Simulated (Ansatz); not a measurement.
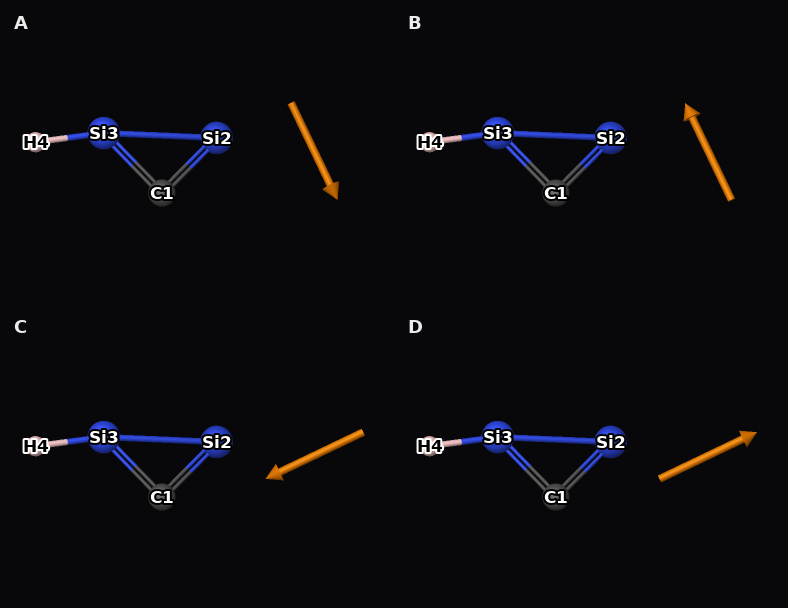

The same molecule four times, each with an arrow. State: neutral, doublet. The computed structure is the end point of a PBE0-D4/def2-TZVP optimisation. No frequency run is at hand to confirm it as a minimum. Properties computed with UKS PBE0-D4/def2-TZVP (Ansatz 0.2.0).

### Which arrow points along the dipole moment, from the negative to the positive end?

B. The dipole moment is 1.33 D; it points from the side of C1 to the side of H4 (the outermost atoms at the two ends).
